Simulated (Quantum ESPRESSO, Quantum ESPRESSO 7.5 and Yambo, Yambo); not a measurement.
# Quasiparticle gap of AlN (P6_3mc) in Yambo

How does a plane-wave GW calculation on AlN (P6_3mc) run from the first input to the gap?

Program: Quantum ESPRESSO 7.5 and Yambo 5.3.0. Level of theory: PBE and many-body steps on it, plane waves. Results are calculated unless marked as measured.

The database entry behind the starting cell differs from later determinations by our own check (inner coordinate u about 0.002 short), so it need not match the best structure at ambient conditions.

## Step 1: The starting structure

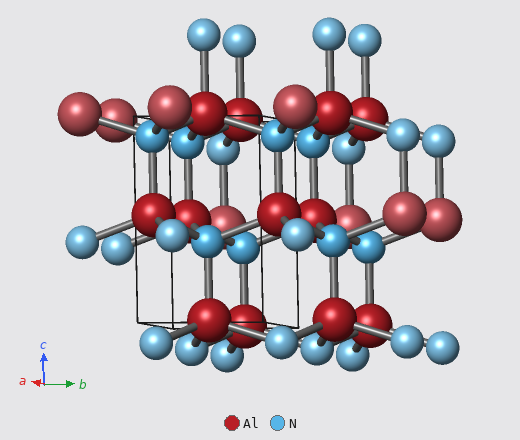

Start, viewed slightly off an axis; aluminium red, nitrogen blue. 2×2×1 cells are drawn. Some periodic images of atoms are drawn too.

The cell and positions come from the Crystallography Open Database and are kept as given unless a step says otherwise.

## Step 2: Ground state

This step: Quantum ESPRESSO 7.5; DFT, PBE, plane waves, norm-conserving pseudopotentials.

The ground-state density comes first.

Input file pw.in:

```
&control
  calculation = 'scf'
  prefix = 'x'
  outdir = 'o'
  pseudo_dir = 'pseudo'
/
&system
  ibrav = 0
  nat = 4
  ntyp = 2
  ecutwfc = 72.0
  nbnd = 14
  force_symmorphic = .true.
/
&electrons
  conv_thr = 1e-10
  electron_maxstep = 80
  mixing_beta = 0.5
/
ATOMIC_SPECIES
  Al 26.982 Al.upf
  N 14.007 N.upf
CELL_PARAMETERS angstrom
  3.1130000000 -0.0000000000 0.0000000000
  -1.5565000000 2.6959370820 0.0000000000
  0.0000000000 0.0000000000 4.9810000000
ATOMIC_POSITIONS crystal
  Al 0.3333333333 0.6666666667 0.0000000000
  Al 0.6666666667 0.3333333333 0.5000000000
  N 0.3333333333 0.6666666667 0.3800000000
  N 0.6666666667 0.3333333333 0.8800000000
K_POINTS automatic
  6 6 4 0 0 0
```

On the command line:

```bash
> OMP_NUM_THREADS=1 mpirun -n 4 pw.x -nk 4 -in pw.in > pw.out
```

The log of the run:

```text
Program PWSCF v.7.5 starts

     This program is part of the open-source Quantum ESPRESSO suite
     for quantum simulation of materials; please cite
         "P. Giannozzi et al., J. Phys.:Condens. Matter 21 395502 (2009);
         "P. Giannozzi et al., J. Phys.:Condens. Matter 29 465901 (2017);
         "P. Giannozzi et al., J. Chem. Phys. 152 154105 (2020);
     in publications or presentations arising from this work. More details at
     Message from routine setup:
     using ibrav=0 with symmetry is DISCOURAGED, use correct ibrav instead

     G-vector sticks info

     bravais-lattice index     =            0
     lattice parameter (alat)  =       5.8827  a.u.
     unit-cell volume          =     282.0993 (a.u.)^3
     number of atoms/cell      =            4
     number of atomic types    =            2
     number of electrons       =        16.00
     number of Kohn-Sham states=           14
     kinetic-energy cutoff     =      72.0000  Ry
     charge density cutoff     =     288.0000  Ry
     scf convergence threshold =      1.0E-10
     mixing beta               =       0.5000
     number of iterations used =            8  plain     mixing
     Exchange-correlation= PBE
                           (   1   4   3   4   0   0   0)

     celldm(1)=   5.882717  celldm(2)=   0.000000  celldm(3)=   0.000000
     celldm(4)=   0.000000  celldm(5)=   0.000000  celldm(6)=   0.000000

     crystal axes: (cart. coord. in units of alat)
               a(1) = (   1.000000  -0.000000   0.000000 )
               a(2) = (  -0.500000   0.866025   0.000000 )
               a(3) = (   0.000000   0.000000   1.600064 )

     reciprocal axes: (cart. coord. in units 2 pi/alat)
               b(1) = (  1.000000  0.577350 -0.000000 )
               b(2) = (  0.000000  1.154701 -0.000000 )
               b(3) = ( -0.000000 -0.000000  0.624975 )
     Pseudo is Norm-conserving + core correction, Zval =  3.0
     Generated using ONCVPSP code by D. R. Hamann
     Using radial grid of 1876 points,  6 beta functions with:
     Pseudo is Norm-conserving + core correction, Zval =  5.0
     Generated using ONCVPSP code by D. R. Hamann
     Using radial grid of 1058 points,  4 beta functions with:
     Al                3.00    26.98200     Al( 1.00)
     N                 5.00    14.00700     N ( 1.00)

      6 Sym. Ops. (no inversion) found

   Cartesian axes

     site n.     atom                  positions (alat units)
         1        Al     tau(   1) = (  -0.0000000   0.5773503   0.0000000  )
         2        Al     tau(   2) = (   0.5000000   0.2886751   0.8000321  )
         3        N      tau(   3) = (  -0.0000000   0.5773503   0.6080244  )
         4        N      tau(   4) = (   0.5000000   0.2886751   1.4080565  )

     number of k points=    24
                       cart. coord. in units 2pi/alat
        k(    1) = (   0.0000000   0.0000000   0.0000000), wk =   0.0138889
        k(    2) = (   0.0000000   0.0000000   0.1562437), wk =   0.0277778
        k(    3) = (   0.0000000   0.0000000  -0.3124875), wk =   0.0138889
        k(    4) = (   0.0000000   0.1924501   0.0000000), wk =   0.0833333
        k(    5) = (   0.0000000   0.1924501   0.1562437), wk =   0.0833333
        k(    6) = (   0.0000000   0.1924501  -0.3124875), wk =   0.0833333
        k(    7) = (   0.0000000   0.3849002   0.0000000), wk =   0.0833333
        k(    8) = (   0.0000000   0.3849002   0.1562437), wk =   0.0833333
        k(    9) = (   0.0000000   0.3849002  -0.3124875), wk =   0.0833333
        k(   10) = (   0.0000000  -0.5773503   0.0000000), wk =   0.0416667
     [... 12 further rows ...]
        k(   23) = (   0.0000000  -0.3849002   0.1562437), wk =   0.0833333
        k(   24) = (  -0.1666667  -0.4811252   0.1562437), wk =   0.1666667

     Dense  grid:    23187 G-vectors     FFT dimensions: (  32,  32,  54)

     Initial potential from superposition of free atoms

     starting charge      15.9951, renormalised to      16.0000
     Starting wfcs are   16 randomized atomic wfcs

     per-process dynamical memory:    22.4 Mb

     Self-consistent Calculation

     iteration #  1     ecut=    72.00 Ry     beta= 0.50

     total energy              =     -50.81998425 Ry
     estimated scf accuracy    <       1.20204797 Ry

     iteration #  2     ecut=    72.00 Ry     beta= 0.50

     total energy              =     -51.15497471 Ry
     estimated scf accuracy    <       0.13976293 Ry

     iteration #  3     ecut=    72.00 Ry     beta= 0.50

     total energy              =     -51.17366281 Ry
     estimated scf accuracy    <       0.01056669 Ry

     iteration #  4     ecut=    72.00 Ry     beta= 0.50

     total energy              =     -51.17593161 Ry
     estimated scf accuracy    <       0.00721993 Ry

     iteration #  5     ecut=    72.00 Ry     beta= 0.50

     total energy              =     -51.17618773 Ry
     estimated scf accuracy    <       0.00068179 Ry

     iteration #  6     ecut=    72.00 Ry     beta= 0.50

     total energy              =     -51.17644071 Ry
     estimated scf accuracy    <       0.00006151 Ry

     iteration #  7     ecut=    72.00 Ry     beta= 0.50

     total energy              =     -51.17643369 Ry
     estimated scf accuracy    <       0.00003145 Ry

     iteration #  8     ecut=    72.00 Ry     beta= 0.50

     total energy              =     -51.17643414 Ry
     estimated scf accuracy    <       0.00000549 Ry

     iteration #  9     ecut=    72.00 Ry     beta= 0.50

     total energy              =     -51.17643454 Ry
     estimated scf accuracy    <       0.00000063 Ry

     iteration # 10     ecut=    72.00 Ry     beta= 0.50

     total energy              =     -51.17643473 Ry
     estimated scf accuracy    <          1.6E-10 Ry

     iteration # 11     ecut=    72.00 Ry     beta= 0.50

     total energy              =     -51.17643473 Ry
     estimated scf accuracy    <          3.6E-09 Ry

     iteration # 12     ecut=    72.00 Ry     beta= 0.50

     total energy              =     -51.17643474 Ry
     estimated scf accuracy    <          5.7E-10 Ry

     iteration # 13     ecut=    72.00 Ry     beta= 0.50

     total energy              =     -51.17643473 Ry
     estimated scf accuracy    <          7.0E-10 Ry

     iteration # 14     ecut=    72.00 Ry     beta= 0.50

     End of self-consistent calculation

          k = 0.0000 0.0000 0.0000 (  2863 PWs)   bands (ev):

    -8.0385  -5.8877   1.1322   6.2756   6.2756   6.9268   6.9268   7.1067
    11.3272  13.7824  17.6990  18.2976  18.2976  20.2844

          k = 0.0000 0.0000 0.1562 (  2893 PWs)   bands (ev):

    -7.8016  -6.3221   1.9309   5.9103   6.3662   6.3662   6.8267   6.8267
    12.2778  13.8969  17.3750  18.2652  18.2653  18.8620

          k = 0.0000 0.0000-0.3125 (  2858 PWs)   bands (ev):

    -7.1500  -7.1500   3.7936   3.7936   6.5919   6.5919   6.5919   6.5919
    13.5732  13.5732  17.4519  17.4521  18.6140  18.6140

          k = 0.0000 0.1925 0.0000 (  2896 PWs)   bands (ev):

     [... further k-points ...]

     highest occupied, lowest unoccupied level (ev):     7.1067   11.3272

!    total energy              =     -51.17643473 Ry
     estimated scf accuracy    <          1.9E-11 Ry

     The total energy is the sum of the following terms:
     one-electron contribution =      -2.07179065 Ry
     hartree contribution      =      11.37825137 Ry
     xc contribution           =     -16.99644717 Ry
     ewald contribution        =     -43.48644828 Ry

     convergence has been achieved in  14 iterations

     XML data file, charge density, pseudopotentials, collected wavefunctions

=------------------------------------------------------------------------------=
   JOB DONE.
=------------------------------------------------------------------------------=
```

Elapsed: 6 s, on 4 MPI ranks of Arm Neoverse V1, shared host; peak memory 0.23 GiB.

Numbers from this step:

| Quantity | Value |
| --- | --- |
| total energy | -696.2909 eV |
| gap | 4.220 eV |
| k of the valence top | 0, 0, 0 |
| k of the conduction bottom | 0, 0, 0 |
| least direct gap | 4.220 eV |

The gap is direct, at Γ.

## Step 3: Bands along the symmetry lines

The cheap functional maps the bands first; the places of the edges decide which points the dearer methods must see.

Input file pw.in:

```
&control
  calculation = 'bands'
  prefix = 'x'
  outdir = 'o'
  pseudo_dir = 'pseudo'
/
&system
  ibrav = 0
  nat = 4
  ntyp = 2
  ecutwfc = 72.0
  nbnd = 14
  force_symmorphic = .true.
/
&electrons
  conv_thr = 1e-9
  electron_maxstep = 80
  diago_full_acc = .true.
  diago_thr_init = 5e-6
/
ATOMIC_SPECIES
  Al 26.982 Al.upf
  N 14.007 N.upf
CELL_PARAMETERS angstrom
  3.1130000000 -0.0000000000 0.0000000000
  -1.5565000000 2.6959370820 0.0000000000
  0.0000000000 0.0000000000 4.9810000000
ATOMIC_POSITIONS crystal
  Al 0.3333333333 0.6666666667 0.0000000000
  Al 0.6666666667 0.3333333333 0.5000000000
  N 0.3333333333 0.6666666667 0.3800000000
  N 0.6666666667 0.3333333333 0.8800000000
K_POINTS crystal
  75
  0.00000000 0.00000000 0.00000000 1
  0.06250000 0.00000000 0.00000000 1
  0.12500000 0.00000000 0.00000000 1
  0.18750000 0.00000000 0.00000000 1
  0.25000000 0.00000000 0.00000000 1
  0.31250000 0.00000000 0.00000000 1
  0.37500000 0.00000000 0.00000000 1
  0.43750000 0.00000000 0.00000000 1
  0.50000000 0.00000000 0.00000000 1
  0.47916667 0.04166667 0.00000000 1
  0.45833333 0.08333333 0.00000000 1
  0.43750000 0.12500000 0.00000000 1
  0.41666666 0.16666666 0.00000000 1
  0.39583333 0.20833333 0.00000000 1
  0.37500000 0.25000000 0.00000000 1
  0.35416666 0.29166666 0.00000000 1
  0.33333333 0.33333333 0.00000000 1
  0.29166666 0.29166666 0.00000000 1
  0.25000000 0.25000000 0.00000000 1
  0.20833333 0.20833333 0.00000000 1
  0.16666666 0.16666666 0.00000000 1
  0.12500000 0.12500000 0.00000000 1
  0.08333333 0.08333333 0.00000000 1
  0.04166667 0.04166667 0.00000000 1
  0.00000000 0.00000000 0.00000000 1
  0.00000000 0.00000000 0.06250000 1
  0.00000000 0.00000000 0.12500000 1
  0.00000000 0.00000000 0.18750000 1
  0.00000000 0.00000000 0.25000000 1
  0.00000000 0.00000000 0.31250000 1
  0.00000000 0.00000000 0.37500000 1
  0.00000000 0.00000000 0.43750000 1
  0.00000000 0.00000000 0.50000000 1
  0.06250000 0.00000000 0.50000000 1
  0.12500000 0.00000000 0.50000000 1
  0.18750000 0.00000000 0.50000000 1
  0.25000000 0.00000000 0.50000000 1
  0.31250000 0.00000000 0.50000000 1
  0.37500000 0.00000000 0.50000000 1
  0.43750000 0.00000000 0.50000000 1
  0.50000000 0.00000000 0.50000000 1
  0.47916667 0.04166667 0.50000000 1
  0.45833333 0.08333333 0.50000000 1
  0.43750000 0.12500000 0.50000000 1
  0.41666666 0.16666666 0.50000000 1
  0.39583333 0.20833333 0.50000000 1
  0.37500000 0.25000000 0.50000000 1
  0.35416666 0.29166666 0.50000000 1
  0.33333333 0.33333333 0.50000000 1
  0.29166666 0.29166666 0.50000000 1
  0.25000000 0.25000000 0.50000000 1
  0.20833333 0.20833333 0.50000000 1
  0.16666666 0.16666666 0.50000000 1
  0.12500000 0.12500000 0.50000000 1
  0.08333333 0.08333333 0.50000000 1
  0.04166667 0.04166667 0.50000000 1
  0.00000000 0.00000000 0.50000000 1
  0.50000000 0.00000000 0.50000000 1
  0.50000000 0.00000000 0.43750000 1
  0.50000000 0.00000000 0.37500000 1
  0.50000000 0.00000000 0.31250000 1
  0.50000000 0.00000000 0.25000000 1
  0.50000000 0.00000000 0.18750000 1
  0.50000000 0.00000000 0.12500000 1
  0.50000000 0.00000000 0.06250000 1
  0.50000000 0.00000000 0.00000000 1
  0.33333333 0.33333333 0.50000000 1
  0.33333333 0.33333333 0.43750000 1
  0.33333333 0.33333333 0.37500000 1
  0.33333333 0.33333333 0.31250000 1
  0.33333333 0.33333333 0.25000000 1
  0.33333333 0.33333333 0.18750000 1
  0.33333333 0.33333333 0.12500000 1
  0.33333333 0.33333333 0.06250000 1
  0.33333333 0.33333333 0.00000000 1
```

The log of the run:

```text
[banner, memory and clock lines left out]
Program PWSCF v.7.5 starts

     Atomic positions and unit cell read from directory:
     o/x.save/

     Message from routine setup:
     using ibrav=0 with symmetry is DISCOURAGED, use correct ibrav instead

     G-vector sticks info

     bravais-lattice index     =            0
     lattice parameter (alat)  =       5.8827  a.u.
     unit-cell volume          =     282.0993 (a.u.)^3
     number of atoms/cell      =            4
     number of atomic types    =            2
     number of electrons       =        16.00
     number of Kohn-Sham states=           14
     kinetic-energy cutoff     =      72.0000  Ry
     charge density cutoff     =     288.0000  Ry
     Exchange-correlation= PBE
                           (   1   4   3   4   0   0   0)

     celldm(1)=   5.882717  celldm(2)=   0.000000  celldm(3)=   0.000000
     celldm(4)=   0.000000  celldm(5)=   0.000000  celldm(6)=   0.000000

     crystal axes: (cart. coord. in units of alat)
               a(1) = (   1.000000  -0.000000   0.000000 )
               a(2) = (  -0.500000   0.866025   0.000000 )
               a(3) = (   0.000000   0.000000   1.600064 )

     reciprocal axes: (cart. coord. in units 2 pi/alat)
               b(1) = (  1.000000  0.577350 -0.000000 )
               b(2) = (  0.000000  1.154701 -0.000000 )
               b(3) = ( -0.000000 -0.000000  0.624975 )
     Pseudo is Norm-conserving + core correction, Zval =  3.0
     Generated using ONCVPSP code by D. R. Hamann
     Using radial grid of 1876 points,  6 beta functions with:
     Pseudo is Norm-conserving + core correction, Zval =  5.0
     Generated using ONCVPSP code by D. R. Hamann
     Using radial grid of 1058 points,  4 beta functions with:
     Al                3.00    26.98200     Al( 1.00)
     N                 5.00    14.00700     N ( 1.00)

      6 Sym. Ops. (no inversion) found

   Cartesian axes

     site n.     atom                  positions (alat units)
         1        Al     tau(   1) = (  -0.0000000   0.5773503   0.0000000  )
         2        Al     tau(   2) = (   0.5000000   0.2886751   0.8000321  )
         3        N      tau(   3) = (  -0.0000000   0.5773503   0.6080244  )
         4        N      tau(   4) = (   0.5000000   0.2886751   1.4080565  )

     number of k points=    75
                       cart. coord. in units 2pi/alat
        k(    1) = (   0.0000000   0.0000000   0.0000000), wk =   0.0266667
        k(    2) = (   0.0625000   0.0360844   0.0000000), wk =   0.0266667
        k(    3) = (   0.1250000   0.0721688   0.0000000), wk =   0.0266667
[...]
[... 63 further rows ...]
        k(   74) = (   0.3333333   0.5773503   0.0390609), wk =   0.0266667
        k(   75) = (   0.3333333   0.5773503   0.0000000), wk =   0.0266667

     Dense  grid:    23187 G-vectors     FFT dimensions: (  32,  32,  54)

     The potential is recalculated from file :
     o/x.save/charge-density

     Starting wfcs are   16 randomized atomic wfcs

     Band Structure Calculation

     End of band structure calculation

          k = 0.0000 0.0000 0.0000 (  2863 PWs)   bands (ev):

    -8.0385  -5.8877   1.1322   6.2756   6.2756   6.9268   6.9268   7.1067
    11.3272  13.7824  17.6990  18.2976  18.2976  20.2845

          k = 0.0625 0.0361 0.0000 (  2881 PWs)   bands (ev):

    -7.9887  -5.8594   1.1915   6.0380   6.2074   6.6812   6.9207   7.0869
    11.5752  13.9974  17.4940  17.9237  18.4422  20.0986

          k = 0.1250 0.0722 0.0000 (  2880 PWs)   bands (ev):

    -7.8414  -5.7784   1.3678   5.4066   6.0322   6.1037   6.8891   7.0164
    12.1590  14.5141  16.8879  17.2194  18.8553  19.7092

[...]
k = 0.3333 0.5774 0.0391 (  2931 PWs)   bands (ev):

    -5.5416  -5.5416   2.3343   3.2784   3.2784   4.6549   4.8286   4.8286
    12.2407  15.4762  16.7139  16.7139  18.6879  18.6879

          k = 0.3333 0.5774 0.0000 (  2928 PWs)   bands (ev):

    -5.5433  -5.5433   2.3182   3.3537   3.3537   4.6905   4.7354   4.7354
    12.1816  15.4832  16.8039  16.8039  18.6615  18.6615

     XML data file, pseudopotentials, collected wavefunctions
```

It took 4.8 s on 4 MPI ranks; peak memory 0.2 GiB.

This step gave:

```yaml
gap: 4.221 eV
k_of_the_valence_top: 0, 0, 0
k_of_the_conduction_bottom: 0, 0, 0
least_direct_gap: 4.221 eV
```

The gap is 4.221 eV, as in the run before at this level.

The electronic bands at the labelled points (eV, zero at the top of the highest filled band; v1 is the highest filled band, c1 the lowest empty one):

```
    point     v4     v3     v2     v1    c1    c2     c3     c4
        Γ  -0.83  -0.18  -0.18   0.00  4.22  6.68  10.59  11.19
        M  -3.33  -2.06  -1.77  -0.66  5.83  5.84   8.21  10.30
        K  -3.75  -2.42  -2.37  -2.37  5.07  8.38   9.70   9.70
        Γ  -0.83  -0.18  -0.18   0.00  4.22  6.68  10.59  11.19
        A  -0.51  -0.51  -0.51  -0.51  6.47  6.47  10.35  10.35
        L  -1.44  -1.44  -1.35  -1.35  5.34  5.34   9.32   9.32
        H  -3.83  -3.83  -0.78  -0.78  7.44  7.44   7.88   7.88
        A  -0.51  -0.51  -0.51  -0.51  6.47  6.47  10.35  10.35
jump to L  -1.44  -1.44  -1.35  -1.35  5.34  5.34   9.32   9.32
        M  -3.33  -2.06  -1.77  -0.66  5.83  5.84   8.21  10.30
jump to H  -3.83  -3.83  -0.78  -0.78  7.44  7.44   7.88   7.88
        K  -3.75  -2.42  -2.37  -2.37  5.07  8.38   9.70   9.70
```

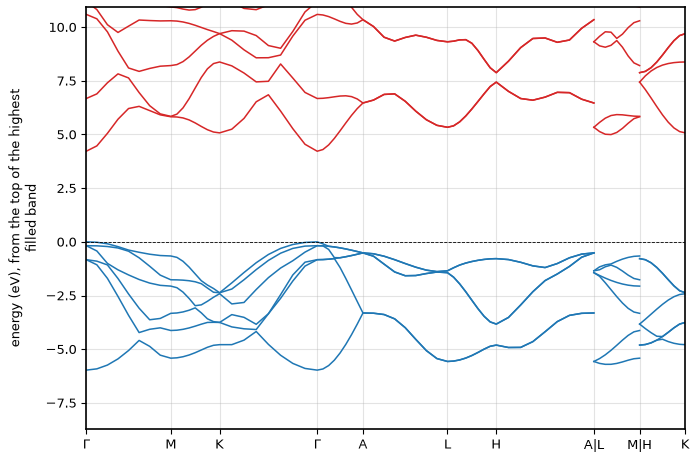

Electronic bands along the path; lines of filled and empty bands in two colours.

[end of part 1 of 3]

[Paths, hosts, dates, memory and timing lines, banners, echoed tables and standing remarks are left out of the program output.]

[Logs are printed without paths, hosts, clocks, repeated set-up lines and the standing remarks that a program may print on its own settings, such as how far it seeks lower states.]

[Runs of the session that timed out or met a known fault of the program may be left out.]

[Hosts, paths, dates, database ids (printed as entryN), source tags and the programs' standing remarks are cut or masked in the printed files.]
